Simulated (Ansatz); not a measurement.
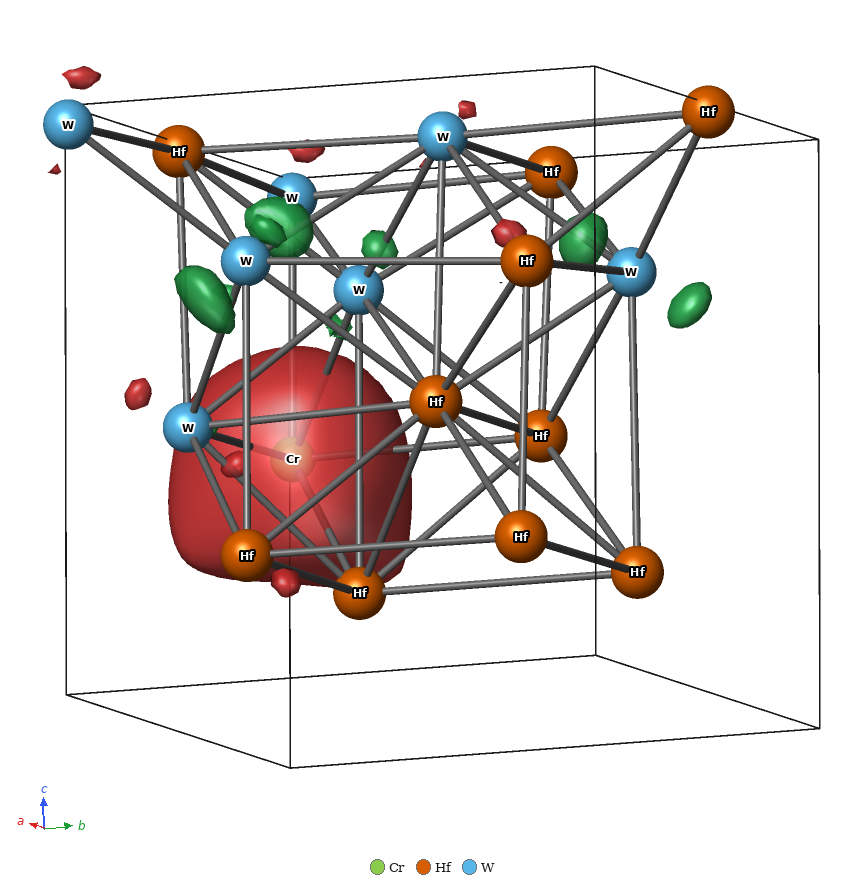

Figure. Hf9CrW6. Isosurfaces of the spin density at +0.015 (green) and −0.015 e/Å³ (red), seen at an oblique angle. Sticks mark near contacts.

Space group P1; a generated structure, not necessarily the stable one; not relaxed (largest force 0.6 eV/Å); spin-polarised.

These are results of DFT PBEsol, scalar-relativistic, plane waves, PAW (Ansatz), not measurements.

The density is the valence pseudo-density of a PAW calculation; it isn't the true density close to the nuclei.

```xyz
16
Lattice="0.0188 -0.0346 6.5444 0.0419 -6.6223 0.0346 6.8080 -0.0419 0.0188" Properties=species:S:1:pos:R:3 pbc="T T T"
Cr    3.5516   -0.0974    0.0929
Hf    6.6690   -3.3475    0.0964
Hf    6.7082   -0.0854    3.3007
Hf    1.7517   -5.0312    1.5902
Hf    3.6236   -3.2168    0.1404
Hf    1.7167   -1.5824    1.6284
Hf    1.7425   -5.0240    4.9289
Hf    3.6267   -3.2475    3.2496
Hf    4.9156   -5.1406    4.9806
Hf    1.7323   -1.6155    4.9526
W     6.5839   -0.0914    0.0403
W     3.5317   -0.1170    3.1632
W     5.2019   -5.0440    1.7348
W     6.6860   -3.3536    3.2470
W     5.2112   -1.6249    1.6946
W     5.1372   -1.6231    4.9474
```

Which atoms carry the moments, and with what signs?

The spin density sits on Cr: −1.5 μB in one cell of 16 atoms: parallel main moments, as they must be, since the calculation's own cell holds one magnetic site. The cell of the calculation (16 atoms) carries 1.6 μB of net spin moment.
